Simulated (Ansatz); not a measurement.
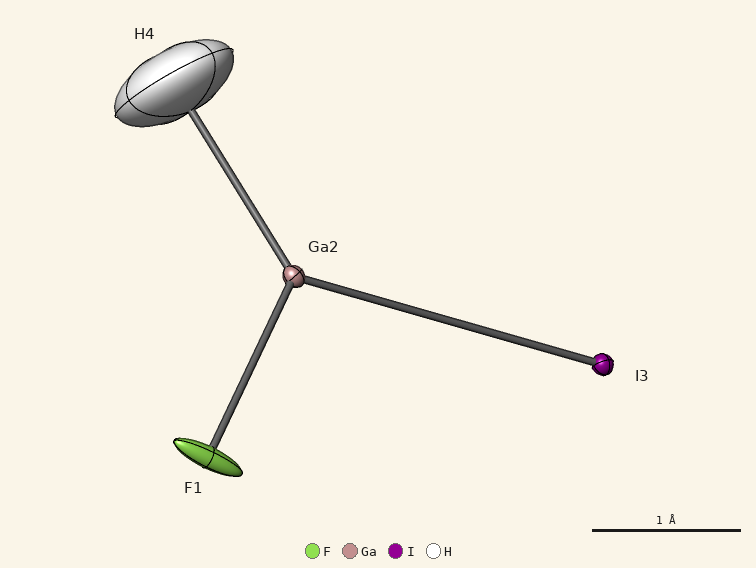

Displacement ellipsoids at the 50 % level, enlarged 1.5 times, from the internal vibrations of the free molecule (harmonic, no overall translation or rotation; no half-axis is drawn under 0.075 Å). Vibrations computed with RKS PBE0-D4/def2-TZVP, core potentials on I (Ansatz 0.2.0). Temperature: 298 K.

List U_eq and the three principal root-mean-square amplitudes for each kind of atom.

```
atom  U_eq (Å²)   rms amplitudes (Å)
  F1     0.0050  0.009, 0.034, 0.118
 Ga2    0.00069  0.007, 0.028, 0.035
  I3    0.00022  0.001, 0.010, 0.024
  H4     0.0289  0.095, 0.185, 0.209
```
